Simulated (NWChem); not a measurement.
**C2H3F3 (SMILES CC(F)(F)F): M06-2X/def2-SVP**

What is the electronic atomisation energy of C2H3F3 at M06-2X/def2-SVP? 

Program for the calculation: NWChem 7.3.0.

### 1 The structure to begin with

C2H3F3: 8 atoms, total charge 0, spin state singlet. As SMILES, `CC(F)(F)F`. Geometry: relaxed at PBE0-D4/def2-TZVP.

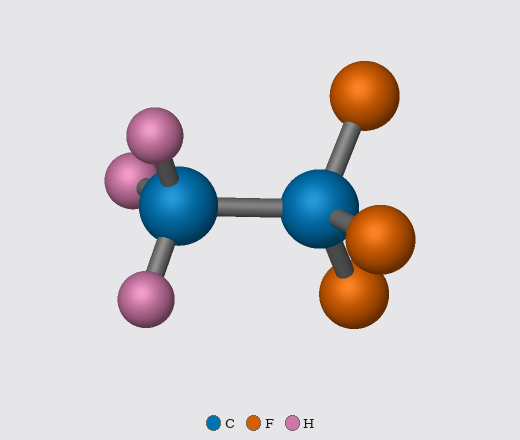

Viewed from a chosen angle; carbon blue, fluorine orange, hydrogen pink.

### 2 The energy at M06-2X/def2-SVP (run 1)

Contents of job.nw:

```
start job
title "C2H3F3"
memory 2200 mb
charge 0
geometry units angstrom noautosym nocenter noautoz
  C       -0.615400      -0.141500       0.471500
  C        0.557600       0.109900      -0.423700
  F        1.692800      -0.382000       0.093900
  F        0.395200      -0.458200      -1.627700
  F        0.754200       1.420300      -0.629900
  H       -0.441600       0.335800       1.434900
  H       -0.738000      -1.214600       0.611200
  H       -1.512600       0.273100       0.014000
end
basis spherical bse
  C library def2-SVP
  F library def2-SVP
  H library def2-SVP
end
dft
  xc m06-2x
  mult 1
  grid fine
  convergence energy 1e-08
  iterations 100
  mulliken
  noprint "final vectors analysis"
end
task dft
```

Command:

```bash
nwchem job.nw > job.out
```

Log:

```text
[...]
          Wavefunction type:  closed shell.
          No. of atoms     :     8
          No. of electrons :    42
[...]
          Charge           :     0
          Spin multiplicity:     1
[...]
          AO basis - number of functions:    85
[...]
              XC Information
              --------------
                       M06-2X Method XC Functional
                     Hartree-Fock (Exact) Exchange  0.540
                        M06-2X Exchange Functional  1.000
                      M06-2X Correlation Potential  1.000
[...]
 d= 0,ls=0.0,diis     1   -376.9938913039 -5.79D+02  1.51D-02  1.35D+00     0.8
[...]
 d= 0,ls=0.0,diis     9   -377.1407923632 -8.26D-09  3.32D-07  1.87D-09     6.1
         Total DFT energy =     -377.140792363228
      One electron energy =     -923.233135565833
           Coulomb energy =      387.221560062760
    Exchange-Corr. energy =      -43.245624487831
 Nuclear repulsion energy =      202.116407627676
[...]
      Total Density - Mulliken Population Analysis
     ---------------------------------------------
    Atom       Charge   Shell Charges
 -----------   ------   -------------------------------------------------------
    1 C    6     6.11   1.99  0.88  0.17  2.16  0.89  0.02
    2 C    6     5.50   1.99  0.93  0.06  1.85  0.48  0.18
    3 F    9     9.21   1.99  1.13  0.78  3.35  1.95  0.01
    4 F    9     9.21   1.99  1.13  0.78  3.35  1.95  0.01
    5 F    9     9.21   1.99  1.13  0.78  3.35  1.95  0.01
    6 H    1     0.92   0.74  0.16  0.02
    7 H    1     0.92   0.74  0.16  0.02
    8 H    1     0.92   0.74  0.16  0.02
[...]
```

It took 6.6 s on 1 thread of AMD EPYC 9R05 (Zen 5), shared host; peak memory 0.12 GiB.

### 3 The C atom (run 2)

Contents of job.nw:

```
echo
start job
memory stack 880 mb heap 220 mb global 1100 mb

geometry noautosym nocenter noautoz
  C     0.000000    0.000000    0.000000
end

basis spherical bse
  * library def2-SVP
end

dft
  xc m06-2x
  mult 3
  grid fine
  convergence energy 1e-08
  iterations 100
  mulliken
  noprint "final vectors analysis"
end

task dft
```

Run the same way, it converges to -37.79627 Eh (log not shown).

### 4 The F atom at the same level (run 3)

Contents of job.nw:

```
start job
title "F"
memory 2200 mb

geometry units angstroms noautosym nocenter noautoz
F     0.000000    0.000000    0.000000
end

basis spherical bse
F library def2-SVP
end

dft
xc m06-2x
mult 2
grid fine
convergence energy 1e-08
iterations 100
mulliken
noprint "final vectors analysis"
end

task dft energy
```

Command:

```bash
nwchem job.nw > job.out
```

Log:

```text
[...]
          Wavefunction type:  spin polarized.
          No. of atoms     :     1
          No. of electrons :     9
[...]
          Charge           :     0
          Spin multiplicity:     2
[...]
          AO basis - number of functions:    14
[...]
              XC Information
              --------------
                       M06-2X Method XC Functional
                     Hartree-Fock (Exact) Exchange  0.540
                        M06-2X Exchange Functional  1.000
                      M06-2X Correlation Potential  1.000
[...]
 d= 0,ls=0.0,diis     1    -99.6009054474 -9.96D+01  7.61D-03  3.18D-02     0.0
[...]
 d= 0,ls=0.0,diis    23    -99.6082813899 -9.22D-11  4.99D-08  2.66D-14     0.5
[...]
         Total DFT energy =      -99.608281389950
      One electron energy =     -139.148193962402
           Coulomb energy =       49.896554033080
    Exchange-Corr. energy =      -10.356641460628
 Nuclear repulsion energy =        0.000000000000
[...]
      Total Density - Mulliken Population Analysis
     ---------------------------------------------
    Atom       Charge   Shell Charges
 -----------   ------   -------------------------------------------------------
    1 F    9     9.00   1.99  1.16  0.84  3.19  1.81  0.00
     --------------------------------------------
      Spin Density - Mulliken Population Analysis
     --------------------------------------------
    Atom       Charge   Shell Charges
 -----------   ------   -------------------------------------------------------
    1 F    9     1.00   0.00  0.02 -0.02  0.70  0.30  0.00
[...]
      <S2> =      0.7511 (Exact =     0.7500)
[...]
```

Run time: 0.94 s. Hardware: 1 thread of AMD EPYC 9R05 (Zen 5), shared host; peak memory 0.1 GiB.

### 5 The H atom, same level (run 4)

Contents of mymol.nw:

```
start mymol
title "H"
memory stack 880 mb heap 220 mb global 1100 mb

geometry noautosym nocenter noautoz
H      0.000000     0.000000     0.000000
end

basis spherical bse
* library def2-SVP
end

dft
xc m06-2x
mult 2
grid fine
convergence energy 1e-08
iterations 100
mulliken
print low
end

task dft energy
```

Command:

```bash
nwchem mymol.nw > mymol.out
```

Log:

```text
[...]
 d= 0,ls=0.0,diis     1     -0.4973978757 -4.97D-01  1.45D-03  1.99D-05     0.0
[...]
 d= 0,ls=0.0,diis     4     -0.4974116455 -3.97D-13  9.02D-10  5.94D-18     0.1
[...]
         Total DFT energy =       -0.497411645532
      One electron energy =       -0.499266115989
           Coulomb energy =        0.311084152531
    Exchange-Corr. energy =       -0.309229682074
 Nuclear repulsion energy =        0.000000000000
[...]
      Total Density - Mulliken Population Analysis
     ---------------------------------------------
    Atom       Charge   Shell Charges
 -----------   ------   -------------------------------------------------------
    1 H    1     1.00   0.54  0.46  0.00
     --------------------------------------------
      Spin Density - Mulliken Population Analysis
     --------------------------------------------
    Atom       Charge   Shell Charges
 -----------   ------   -------------------------------------------------------
    1 H    1     1.00   0.54  0.46  0.00
[...]
      <S2> =      0.7500 (Exact =     0.7500)
[...]
```

Run time: 0.54 s. Hardware: 1 thread of AMD EPYC 9R05 (Zen 5), shared host; peak memory 0.1 GiB.

### 6 The series

```
run             level  partner  energy (Eh)  wall time
  1   M06-2X/def2-SVP     base  -377.140792      6.6 s
  2  UM06-2X/def2-SVP    atoms   -37.796269     0.62 s
  3  UM06-2X/def2-SVP    atoms   -99.608281     0.94 s
  4  UM06-2X/def2-SVP    atoms    -0.497412     0.54 s
```

### 7 Results

Level: M06-2X/def2-SVP.

| quantity | value |
| --- | --- |
| H atom: total energy | -0.49741 Eh |
| H atom: ⟨S²⟩ | 0.750 |
| electronic atomisation energy | 33.502 eV |

**Reading.** Taking the molecule apart into free atoms costs 33.50 eV (3232 kJ/mol), before zero-point energy and without spin-orbit coupling. All runs together took 8.7 s, the longest 6.6 s.
